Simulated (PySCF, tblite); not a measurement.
**C5H9BSSi: geometry, infrared bands and NMR shifts**

What infrared bands and NMR shifts should C5H9BSSi (`B[SiH2]c1cc(C)cs1`) show?

Computed with tblite 0.8.0 and PySCF 2.14.0, with density-fitted response routines of our own, on a single molecule in the gas phase. Atoms are numbered from 0 throughout.

### Step 1. The starting structure

17 atoms, charge 0, multiplicity 1; geometry from: force field or distance geometry start.

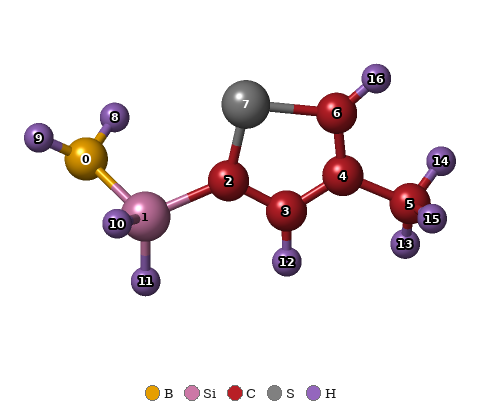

As it starts; boron amber, silicon pink, carbon red, sulfur grey, hydrogen purple, atoms numbered; sticks join atoms by distance.

### Step 2. Relaxing the molecule with GFN2-xTB

Job settings and geometry (Å):

```
{"job": {"kind": "relax", "xc": "GFN2-xTB", "basis": "xTB"}, "charge": 0, "multiplicity": 1}
B      3.586000    -0.069500    -0.730000
Si     1.829400     0.022000    -1.630300
C      0.503700     0.333500    -0.398400
C     -0.633100    -0.401100    -0.212100
C     -1.490200     0.005900     0.755800
C     -2.779900    -0.735000     1.060700
C     -1.155800     1.143900     1.430100
S      0.475600     1.630400     0.670400
H      3.519400    -0.176500     0.466200
H      4.407600     0.720900    -1.071900
H      1.883900     1.100200    -2.625700
H      1.640500    -1.270500    -2.315000
H     -0.821000    -1.317300    -0.803700
H     -2.707400    -1.789100     0.741000
H     -2.966800    -0.635300     2.174600
H     -3.572800    -0.159600     0.553100
H     -1.726200     1.609100     2.224300
```

Run with:

```sh
> OMP_NUM_THREADS=1 python probes_run.py task.json out
```

The driver reads the jobs from task.json and runs them one after another.

**Question.** This job is followed by: GFN2-xTB harmonic vibrations, gas phase; GIAO PBE0/pcSseg-1 NMR shielding, non-relativistic, gas phase. Predict these results of the whole session: strongest single infrared mode (GFN2-xTB); zero-point energy (GFN2-xTB); ¹³C shifts against TMS (PBE0/pcSseg-1); ¹H shifts against TMS (PBE0/pcSseg-1, means over atoms taken as alike); ¹¹B shifts against BF3·OEt2 (PBE0/pcSseg-1); ²⁹Si shifts against TMS (PBE0/pcSseg-1); ³³S shifts against CS2 (PBE0/pcSseg-1).

**Answer**, as computed:

| quantity | value |
| --- | --- |
| strongest single infrared mode (GFN2-xTB) | 2147 cm⁻¹, 427 km/mol |
| zero-point energy (GFN2-xTB) | 74.2 kcal/mol |
| ¹³C shifts against TMS (PBE0/pcSseg-1) | 143.3, 143.3, 140.1, 137.0, 17.6 ppm |
| ¹H shifts against TMS (PBE0/pcSseg-1, means over atoms taken as alike) | 10.62, 7.27, 7.05, 4.97, 2.52 ppm |
| ¹¹B shifts against BF3·OEt2 (PBE0/pcSseg-1) | 116.0 ppm |
| ²⁹Si shifts against TMS (PBE0/pcSseg-1) | -83.1 ppm |
| ³³S shifts against CS2 (PBE0/pcSseg-1) | 257 ppm |

Relaxing lowered the energy by 1.000 eV in 106 steps; the close pair that moved most is C6–S7, from 1.864 to 1.721 Å. The lowest mode is imaginary (34i cm⁻¹), so the xTB geometry is not a minimum. The strongest single mode, at 2147 cm⁻¹, moves mainly H11 and H10. GFN2-xTB is a fitted tight-binding method: band positions and strengths are rough. Its intensities can rank the bands wrongly. NICS(1)zz of -26 ppm above the planar ring from C2 marks a diatropic (aromatic) ring current.
